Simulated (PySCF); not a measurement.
# C₃H₆BNO₂: runs on many settings, part 2 of 2

PySCF 2.14.0. Atoms count from 0. The steps go on from the part before.

### 4 Nuclear shieldings: PBE0/6-31G*

What the job is given:

```
{"job": {"kind": "nmr", "xc": "PBE0", "basis": "6-31G*", "pop": false}, "charge": 0, "multiplicity": 1}
N     -1.948197    -0.304467    -0.247750
B     -0.786182     0.198192    -0.967131
O      0.333442    -0.920681    -0.973312
C      1.200698    -0.961927    -0.056057
C      1.433607     0.058651     0.858523
C      0.683871     1.217920     0.713023
O     -0.223275     1.390390    -0.150773
H     -2.748122    -0.655656    -0.739166
H     -1.851307    -0.733572     0.656755
H     -0.975994     0.540728    -2.078206
H      1.803962    -1.872760    -0.012709
H      2.191691    -0.028885     1.614445
H      0.881417     2.072553     1.364630
```

Method: GIAO PBE0/6-31G* NMR shielding, non-relativistic, gas phase.

Output:

```text
coarse grid: 11304 points
cycle   1  E = -347.5354950732  dE =  1.285e+00  |g| = 8.488e-01  |ddm| = 3.495e+00
cycle   2  E = -347.1646200180  dE =  3.709e-01  |g| = 1.579e+00  |ddm| = 1.994e+00
cycle   3  E = -347.6810737196  dE = -5.165e-01  |g| = 1.771e-01  |ddm| = 1.474e+00
cycle   4  E = -347.6885971735  dE = -7.523e-03  |g| = 6.296e-02  |ddm| = 2.306e-01
cycle   5  E = -347.6894561426  dE = -8.590e-04  |g| = 1.972e-02  |ddm| = 6.716e-02
cycle   6  E = -347.6895458771  dE = -8.973e-05  |g| = 5.678e-03  |ddm| = 2.153e-02
cycle   7  E = -347.6895520100  dE = -6.133e-06  |g| = 1.259e-03  |ddm| = 4.913e-03
final grid: 110472 points
cycle   8  E = -347.6276822523  dE = -1.649e-05  |g| = 1.227e-02  |ddm| = 2.494e-02
cycle   9  E = -347.6276185448  dE =  6.371e-05  |g| = 2.176e-02  |ddm| = 2.404e-02
cycle  10  E = -347.6277119791  dE = -9.343e-05  |g| = 1.926e-03  |ddm| = 1.681e-02
cycle  11  E = -347.6277128457  dE = -8.667e-07  |g| = 2.881e-04  |ddm| = 2.052e-03
cycle  12  E = -347.6277128621  dE = -1.634e-08  |g| = 1.404e-04  |ddm| = 3.752e-04
cycle  13  E = -347.6277128662  dE = -4.177e-09  |g| = 3.690e-05  |ddm| = 1.295e-04
cycle  14  E = -347.6277128664  dE = -1.853e-10  |g| = 2.222e-05  |ddm| = 4.797e-05
converged SCF energy = -347.6277128664

GIAO shielding tensors (ppm)
atom      isotropic    diamagn.    paramagn.     s11        s22        s33       span
  0 N      220.759     319.973     -99.214    172.492    228.269    261.516     89.025
  1 B      109.985     192.010     -82.025     93.601    110.048    126.307     32.706
  2 O       48.354     397.402    -349.048   -135.872    -75.342    356.275    492.147
  3 C       27.640     251.643    -224.003    -63.995     16.128    130.786    194.780
  4 C      100.734     261.860    -161.126      1.877    129.967    170.359    168.481
  5 C       27.846     251.473    -223.627    -64.148     16.874    130.812    194.959
  6 O       67.509     396.089    -328.580   -124.673    -29.681    356.881    481.553
  7 H       31.386      30.262       1.124     25.661     26.032     42.466     16.805
  8 H       31.951      32.557      -0.607     26.060     31.730     38.063     12.003
  9 H       28.412      30.726      -2.314     26.165     27.506     31.564      5.399
 10 H       24.239      28.048      -3.808     21.812     25.083     25.823      4.011
 11 H       27.214      30.040      -2.826     25.707     27.559     28.375      2.669
 12 H       24.286      27.855      -3.569     21.816     25.140     25.903      4.088
```

Wall time 21 s (1 thread, shared host).

Key values: δ C3 168.6, C4 95.7, N0 40.7, B1 1.5, H10 8.15, H11 5.20 ppm (means over like atoms).

### 5 NMR shieldings: OLYP/IGLO-II

Same as in step 4 but for these lines:

```diff
@@ -1,2 +1,2 @@
-{"job": {"kind": "nmr", "xc": "PBE0", "basis": "6-31G*", "pop": false}, "charge": 0, "multiplicity": 1}
+{"job": {"kind": "nmr", "xc": "OLYP", "basis": "IGLO-II", "pop": true, "scf": {"guess": "sap"}}, "charge": 0, "multiplicity": 1}
 N     -1.948197    -0.304467    -0.247750
```

Level: GIAO OLYP/IGLO-II NMR shielding, non-relativistic, gas phase.

Output:

```text
final grid: 110472 points
cycle   1  E = -339.9123138854  dE =  6.411e+00  |g| = 4.651e+00  |ddm| = 3.489e+01
cycle   2  E = -319.8104853551  dE =  2.010e+01  |g| = 9.849e+00  |ddm| = 3.533e+01
cycle   3  E = -341.9598076870  dE = -2.215e+01  |g| = 4.769e+00  |ddm| = 6.996e+00
cycle   4  E = -346.1451976141  dE = -4.185e+00  |g| = 2.646e+00  |ddm| = 3.827e+00
cycle   5  E = -347.5948864890  dE = -1.450e+00  |g| = 1.243e+00  |ddm| = 2.475e+00
cycle   6  E = -347.6894517998  dE = -9.457e-02  |g| = 1.148e+00  |ddm| = 1.651e+00
cycle   7  E = -347.9718551540  dE = -2.824e-01  |g| = 4.577e-01  |ddm| = 9.716e-01
cycle   8  E = -348.0039119737  dE = -3.206e-02  |g| = 1.802e-01  |ddm| = 3.549e-01
cycle   9  E = -348.0105694861  dE = -6.658e-03  |g| = 4.562e-02  |ddm| = 1.268e-01
cycle  10  E = -348.0109803854  dE = -4.109e-04  |g| = 1.306e-02  |ddm| = 3.944e-02
cycle  11  E = -348.0110180582  dE = -3.767e-05  |g| = 3.861e-03  |ddm| = 1.189e-02
cycle  12  E = -348.0110207335  dE = -2.675e-06  |g| = 1.764e-03  |ddm| = 3.795e-03
cycle  13  E = -348.0110214784  dE = -7.449e-07  |g| = 5.774e-04  |ddm| = 1.944e-03
cycle  14  E = -348.0110215673  dE = -8.891e-08  |g| = 1.058e-04  |ddm| = 5.367e-04
cycle  15  E = -348.0110215691  dE = -1.826e-09  |g| = 5.468e-05  |ddm| = 1.255e-04
cycle  16  E = -348.0110215696  dE = -4.653e-10  |g| = 3.025e-05  |ddm| = 4.869e-05
converged SCF energy = -348.0110215696

GIAO shielding tensors (ppm)
atom      isotropic    diamagn.    paramagn.     s11        s22        s33       span
  0 N      206.180     315.481    -109.301    139.416    217.833    261.291    121.875
  1 B       99.940     195.424     -95.484     83.113     98.281    118.424     35.311
  2 O       18.806     397.554    -378.748   -163.215   -112.162    331.795    495.010
  3 C       17.596     248.398    -230.802    -71.221      8.429    115.581    186.802
  4 C       84.415     259.220    -174.805    -22.746    120.071    155.920    178.666
  5 C       17.824     248.311    -230.487    -71.514      9.311    115.676    187.189
  6 O       39.367     396.225    -356.858   -153.857    -60.986    332.944    486.801
  7 H       30.685      31.181      -0.496     24.641     26.043     41.371     16.729
  8 H       31.035      32.839      -1.803     25.982     31.510     35.614      9.632
  9 H       28.300      30.986      -2.686     26.076     27.282     31.543      5.467
 10 H       24.183      29.160      -4.977     21.423     25.137     25.989      4.566
 11 H       26.599      31.874      -5.275     24.734     27.282     27.781      3.047
 12 H       24.236      28.971      -4.735     21.453     25.178     26.078      4.625
```

Wall time 87 s (1 thread, shared host).

In short: σ C3 17.7, C4 84.4, N0 206.2, B1 99.9, H10 24.21, H11 26.60 ppm (means over like atoms).

### 6 TDDFT and polarisability: revPBE/def2-SVPD

Same as in step 5 but for these lines:

```diff
@@ -1,2 +1,2 @@
-{"job": {"kind": "nmr", "xc": "OLYP", "basis": "IGLO-II", "pop": true, "scf": {"guess": "sap"}}, "charge": 0, "multiplicity": 1}
+{"job": {"kind": "uv", "xc": "revPBE", "basis": "def2-SVPD", "nstates": 12, "ntriplets": 2, "tda": true}, "charge": 0, "multiplicity": 1}
 N     -1.948197    -0.304467    -0.247750
```

Level: TDA revPBE/def2-SVPD, vertical, gas phase, core orbitals frozen in the response.

Output:

```text
coarse grid: 11304 points
cycle   1  E = -347.4488973320  dE =  1.042e+00  |g| = 9.220e-01  |ddm| = 5.815e+00
cycle   2  E = -346.1686996580  dE =  1.280e+00  |g| = 2.405e+00  |ddm| = 4.148e+00
cycle   3  E = -347.5805918997  dE = -1.412e+00  |g| = 4.250e-01  |ddm| = 3.473e+00
cycle   4  E = -347.6317215185  dE = -5.113e-02  |g| = 1.105e-01  |ddm| = 9.114e-01
cycle   5  E = -347.6334018642  dE = -1.680e-03  |g| = 6.715e-02  |ddm| = 2.332e-01
cycle   6  E = -347.6341007178  dE = -6.989e-04  |g| = 4.188e-02  |ddm| = 1.266e-01
cycle   7  E = -347.6345188136  dE = -4.181e-04  |g| = 1.086e-02  |ddm| = 6.176e-02
cycle   8  E = -347.6345466014  dE = -2.779e-05  |g| = 1.887e-03  |ddm| = 1.722e-02
cycle   9  E = -347.6345470200  dE = -4.186e-07  |g| = 1.258e-03  |ddm| = 4.710e-03
final grid: 110472 points
cycle  10  E = -347.7024697295  dE = -9.588e-06  |g| = 2.235e-02  |ddm| = 2.484e-01
cycle  11  E = -347.7019689761  dE =  5.008e-04  |g| = 5.497e-02  |ddm| = 8.036e-02
cycle  12  E = -347.7025575941  dE = -5.886e-04  |g| = 6.195e-03  |ddm| = 6.264e-02
cycle  13  E = -347.7025674581  dE = -9.864e-06  |g| = 1.261e-03  |ddm| = 1.078e-02
cycle  14  E = -347.7025678308  dE = -3.727e-07  |g| = 3.987e-04  |ddm| = 2.240e-03
cycle  15  E = -347.7025678641  dE = -3.325e-08  |g| = 1.801e-04  |ddm| = 8.243e-04
cycle  16  E = -347.7025678705  dE = -6.438e-09  |g| = 7.029e-05  |ddm| = 2.878e-04
cycle  17  E = -347.7025678715  dE = -1.025e-09  |g| = 2.523e-05  |ddm| = 1.125e-04
cycle  18  E = -347.7025678717  dE = -1.601e-10  |g| = 3.950e-06  |ddm| = 4.474e-05
converged SCF energy = -347.7025678717

Static polarisability (au): isotropic 70.928, principal 52.671 71.633 88.479

Singlet excitations
state   eV       nm        f      main configurations
  1   3.0393    407.9   0.08498   H->L 0.97
  2   4.2610    291.0   0.03554   H-1->L 0.66, H-3->L 0.29
  3   4.5037    275.3   0.01201   H-2->L 0.96
  4   5.2381    236.7   0.00027   H->L+1 0.96
  5   5.4908    225.8   0.07032   H-3->L 0.48, H->L+2 0.28, H-1->L 0.15
  6   5.9774    207.4   0.07295   H->L+2 0.55, H-4->L 0.28
  7   6.0521    204.9   0.01538   H->L+3 0.97
  8   6.0837    203.8   0.00674   H-1->L+1 0.97
  9   6.1317    202.2   0.00519   H->L+4 0.99
 10   6.1842    200.5   0.07587   H-4->L 0.67, H->L+2 0.14
 11   6.5916    188.1   0.00324   H->L+5 0.98
 12   6.8228    181.7   0.03380   H-1->L+3 0.74, H-1->L+2 0.26

Triplet excitations (Tamm-Dancoff, eV): 2.2799 2.9200
```

Run time: 86 s. Hardware: 1 thread, shared host.

Key values: HOMO -5.40 eV, LUMO -2.96 eV; lowest singlet 3.04 eV.

### 7 Side by side: NMR shifts

Shifts (ppm) of some atoms, chosen among heavy atoms and hydrogens apart, means over like atoms, with basis size and wall time:

| run | C3 | C4 | H11 | H9 | H7 | N0 | O2 | functions | time |
| --- | --- | --- | --- | --- | --- | --- | --- | --- | --- |
| PBE0/pcSseg-1 | 184.1 | 104.5 | 5.64 | 3.67 | 1.24 | 52.9 | 316.2 | 149 | 42 s |
| PBE0/6-31G* | 168.6 | 95.7 | 5.20 | 4.00 | 0.74 | 40.7 | 268.0 | 110 | 21 s |
| OLYP/IGLO-II | 168.4 | 101.7 | 5.54 | 3.84 | 1.28 | 61.1 | 308.1 | 190 | 87 s |

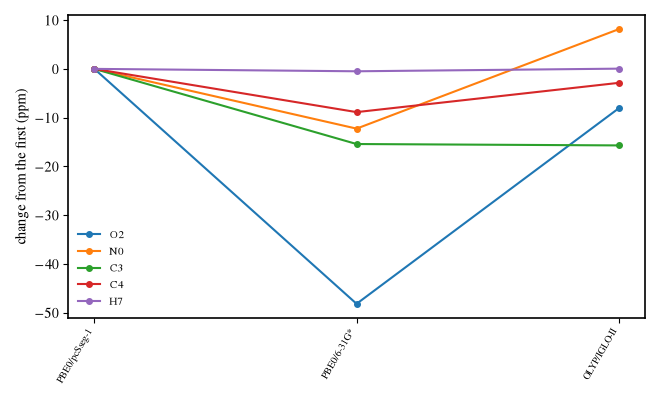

How five of the tabulated atoms move from run to run.

### 8 Side by side: electronic excitations

Excitations and ground-state properties, with basis size and wall time:

| run | lowest singlet (eV) | brightest (eV) | f | gap (eV) | α (Å³) | μ (D) | functions | time |
| --- | --- | --- | --- | --- | --- | --- | --- | --- |
| PBE0/def2-SVPD | 3.53 | 4.47 | 0.077 | 4.50 | 9.90 | 3.78 | 194 | 52 s |
| revPBE/def2-SVPD | 3.04 | 3.04 | 0.085 | 2.44 | 10.51 | 3.39 | 194 | 86 s |

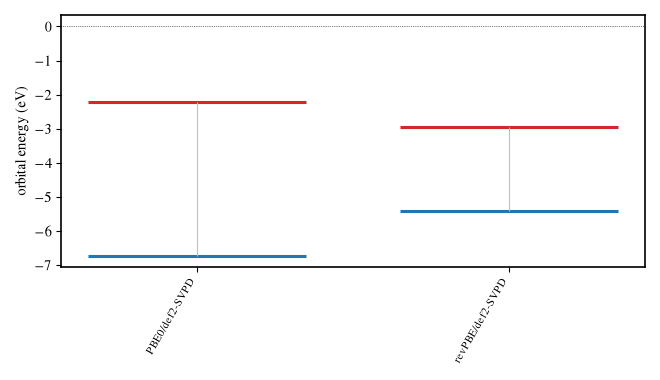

HOMO (blue) and LUMO (red) run by run.

### 9 Results

The summary covers parts 1 to 2.

| quantity | value |
| --- | --- |
| 13C shifts against TMS (PBE0/pcSseg-1, means over atoms taken as alike) | 184.1, 104.5 ppm |
| 1H shifts against TMS (PBE0/pcSseg-1, means over atoms taken as alike) | 8.13, 5.64, 3.67, 1.24 ppm |
| 15N shifts against NH3 (PBE0/pcSseg-1) | 52.9 ppm |
| 11B shifts against BF3·OEt2 (PBE0/pcSseg-1) | 0.0 ppm |
| 17O shifts against H2O (PBE0/pcSseg-1, means over atoms taken as alike) | 316.2 ppm |
| lowest singlet (PBE0/def2-SVPD) | 3.53 eV (351 nm), f = 0.050 |
| brightest single state of those computed | state 2, 4.47 eV, f = 0.077 |
| lowest triplet | 2.93 eV |
| range of the shift of O2 | 268.0 to 316.2 ppm |
| range of the lowest singlet | 3.04 to 3.53 eV |

In words: Single values in the summary come from the first run of each kind that ended normally (PBE0/pcSseg-1; PBE0/def2-SVPD), which need not be the best level. At PBE0/pcSseg-1: The largest span, 531 ppm, is at O2, O6, where the paramagnetic term is -379 ppm. The lowest singlet, at 3.53 eV, is HOMO→LUMO 0.98 and is weak; of the 6 states computed, the strongest absorption comes from state 2 at 4.47 eV. The lowest triplet lies 0.60 eV below the lowest singlet (triplets in Tamm-Dancoff, singlets in full TDDFT). Among the atoms with a shift in every run: In ppm, O2 (with its like atoms) moves most: its shift spreads over 48.2 ppm, from 268.0 (PBE0/6-31G*) to 316.2 (PBE0/pcSseg-1). The lowest singlet runs from 3.04 eV (revPBE/def2-SVPD) to 3.53 eV (PBE0/def2-SVPD), while the orbital gap spans 2.44 to 4.50 eV: the excitation energy moves far less from run to run than the orbital gap does. The lowest state need not be the same one in every run. The runs solved for a few states only, so the brightest column depends on that window.
